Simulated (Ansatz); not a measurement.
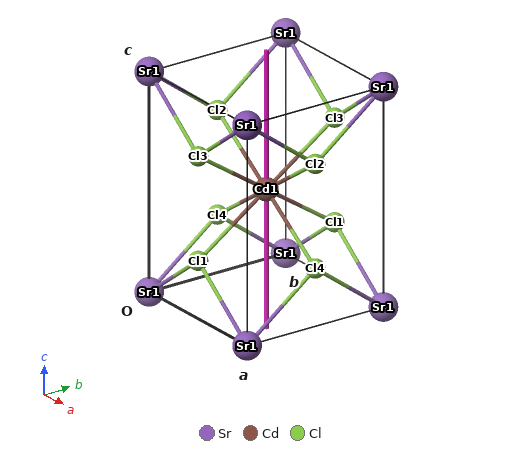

The coloured rod is the axis of a symmetry operation of the crystal. Crystal: SrCdCl₄, the geometry relaxed with DFT PBE, scalar-relativistic, plane waves, PAW in Ansatz; the starting structure was generated, so it need not be a known form of this composition. Geometry calculated from the standardised cell; symmetry tolerance 0.002 Å.

a = 4.805 Å, b = 4.805 Å, c = 6.866 Å, α = 90.00°, β = 90.00°, γ = 90.00°.

| atom | x | y | z |
| --- | --- | --- | --- |
| Sr1 | 0.0000 | 0.0000 | 0.0000 |
| Cd1 | 0.5000 | 0.5000 | 0.5000 |
| Cl1 | 0.5000 | 0.0000 | 0.2628 |
| Cl2 | 0.0000 | 0.5000 | 0.7372 |
| Cl3 | 0.5000 | 0.0000 | 0.7372 |
| Cl4 | 0.0000 | 0.5000 | 0.2628 |

Take the operation x, y, z → −y+1, x, z.

Question: What kind of operation is it, and where does it lie?

Answer: It is a 4-fold rotation, about the line along [0 0 1] through (1/2, 1/2, 1/2).

Question: Onto which atom does it carry each atom (up to whole multiples of a, b and c)?

Answer: Sr1 → Sr1, Cd1 → Cd1, Cl1 → Cl4, Cl2 → Cl3, Cl3 → Cl2, Cl4 → Cl1.

Question: What is the crystal's space group?

Answer: P4/mmm (No. 123).
